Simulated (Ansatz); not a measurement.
Input file:

```
crystal:
  periodic: [false, false, false]
  atoms:
    - {symbol: Si, position_ang: [0.789263, -0.153607, 0.807921]}
    - {symbol: N, position_ang: [1.360756, -0.525322, -1.211309]}
    - {symbol: Si, position_ang: [0.776559, 0.254282, -2.641631]}
    - {symbol: N, position_ang: [-0.682517, 0.662041, 0.386768]}
    - {symbol: Si, position_ang: [-1.682096, 1.555847, 1.476828]}
    - {symbol: O, position_ang: [0.742230, -0.061127, 2.486637]}
    - {symbol: H, position_ang: [0.840681, -1.627036, -0.635532]}
    - {symbol: N, position_ang: [0.412240, -1.969747, 0.481279]}
    - {symbol: H, position_ang: [2.373989, -0.583786, -1.194318]}
    - {symbol: H, position_ang: [1.184318, 1.684054, -2.734199]}
    - {symbol: H, position_ang: [1.218954, -0.424953, -3.891809]}
    - {symbol: H, position_ang: [-0.713262, 0.208313, -2.597911]}
    - {symbol: H, position_ang: [-0.918128, 0.765410, -0.589164]}
    - {symbol: H, position_ang: [-1.020695, 2.748387, 2.068064]}
    - {symbol: H, position_ang: [-2.879179, 2.001575, 0.713603]}
    - {symbol: H, position_ang: [-2.144366, 0.697460, 2.606512]}
    - {symbol: H, position_ang: [-0.051278, -0.368459, 2.937503]}
    - {symbol: H, position_ang: [-0.569793, -2.215537, 0.537652]}
    - {symbol: H, position_ang: [0.962421, -2.647795, 0.993304]}
basis:
  gaussian: {orbitals: def2-TZVPP}
magnetization: {spin_polarized: true, initial_magnetization: 1}
hamiltonian: {xc: pbe0, dispersion: d4}
output: {orbitals: {seedname: orbitals}}
```

Command:

```sh
ansatz run in.yaml --threads 4 --pin off --events-out ev --progress --plain --max-ram 66560MiB --backend cuda --devices 0, --max-vram 37GiB
```

A transition-state structure; geometry: PBE0-D4/def2-TZVP.

The calculation used Ansatz 0.2.0, UKS PBE0-D4/def2-TZVPP.

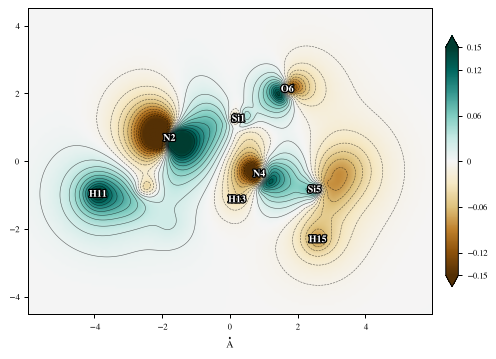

H8N2OSi2···H4NSi (doublet). The HOMO−1 (α) on the plane of atoms Si1, N4 and H13 (values in Å⁻³ᐟ²; the overall sign is arbitrary).

> Describe this orbital and give its energy.

Its weight (Hirshfeld) is mainly on N4 (about 25 %), N2 (about 25 %), N8 (about 10 %) and Si5 (about 5 %). Its energy is −7.47 eV.
